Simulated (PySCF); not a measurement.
Vertical excitations of a molecule C₄H₇FO from TDA-PBE/def2-SVPD in PySCF 2.14.0, as energy in eV (oscillator strength): 6.18 (0.005), 6.70 (0.006), 6.82 (0.028), 6.97 (0.006), 7.13 (0.035), 7.25 (0.017), 7.34 (0.009), 7.46 (0.005), 7.53 (0.017), 7.75 (0.007). Lowest triplet (TDA): 5.97 eV. Coordinates come from a PBE-D3(BJ)/def2-SVP optimisation. The values are those of a single conformer.

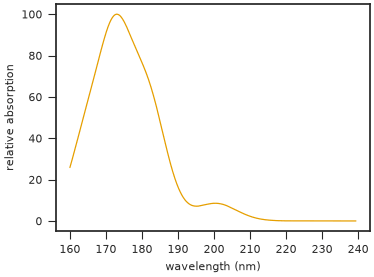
Figure: The lines broadened by 0.4 eV.

Task: Which structure fits?
A) OC[C@H]1C[C@@H]1F
B) CC(=O)[C@H](C)F
C) C[C@@]1(O)C[C@H]1F
D) O[C@H]1CC[C@@H]1F

Result: A, OC[C@H]1C[C@@H]1F
